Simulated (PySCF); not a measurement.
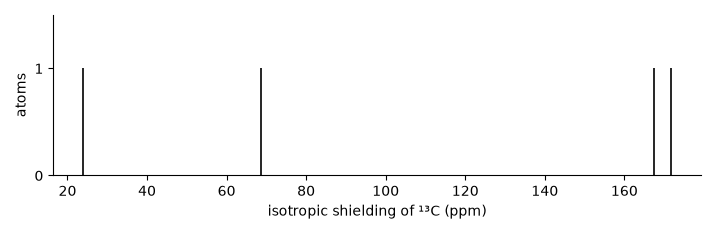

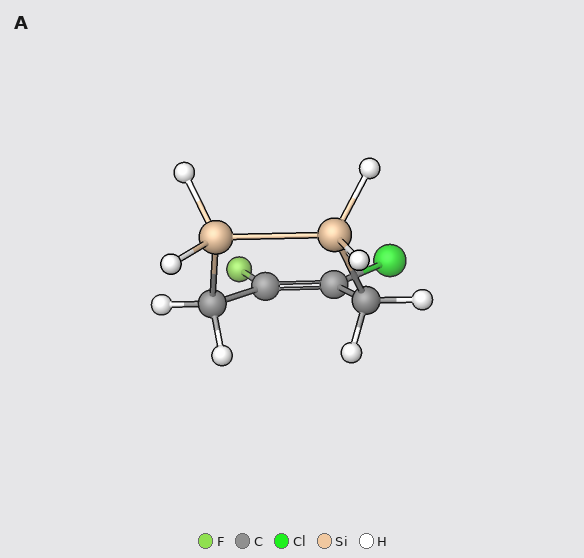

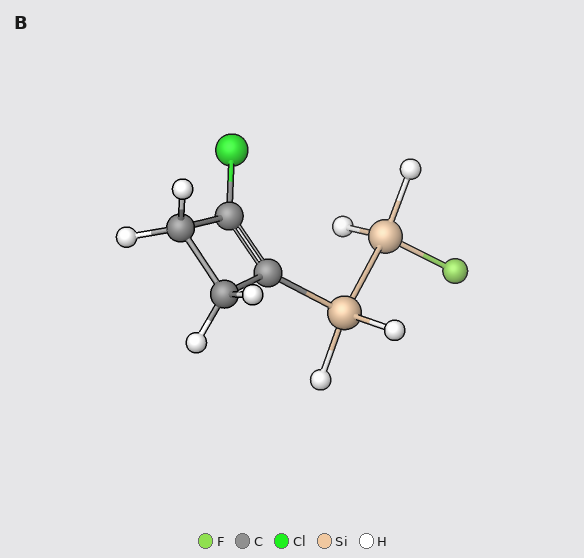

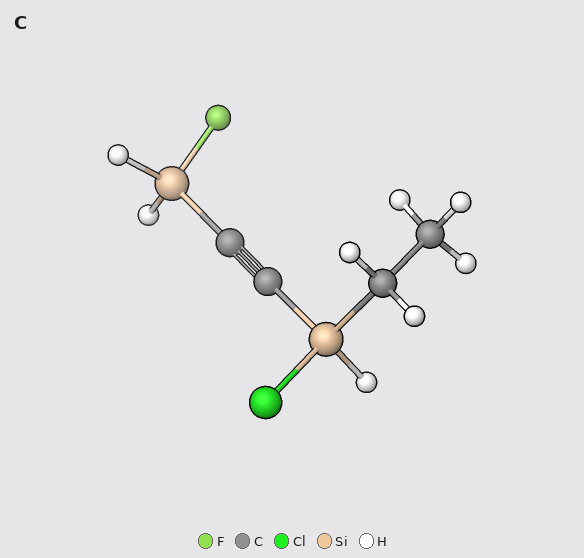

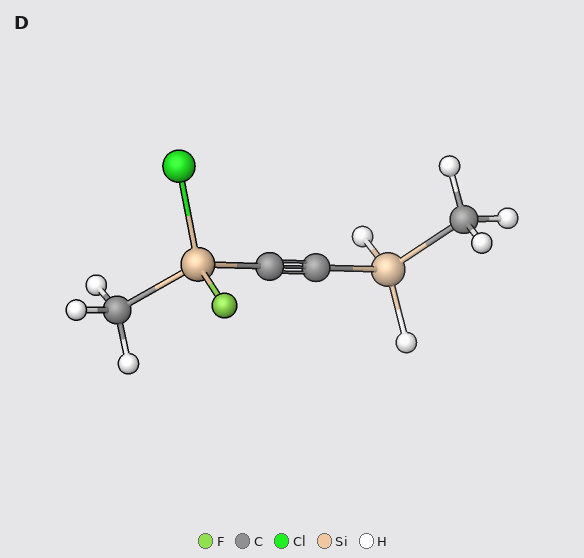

The sticks are computed shieldings of one of the molecules, for one fixed geometry (GFN2-xTB) without averaging over rotations. Low shielding means a high chemical shift. Method: GIAO PBE0/pcSseg-1 NMR shielding, non-relativistic, gas phase (PySCF 2.14.0).

### Match the spectrum to a structure.

A, `FC1=C(Cl)C[SiH2][SiH2]C1`. Its 4 C atoms give lines at 23.8, 68.6, 167.6, 171.8 ppm.

The geometry is semi-empirical. Around Si such bond lengths and angles can be off by a tenth of an ångström or more and by several degrees, and values that hang on the shape move with them.
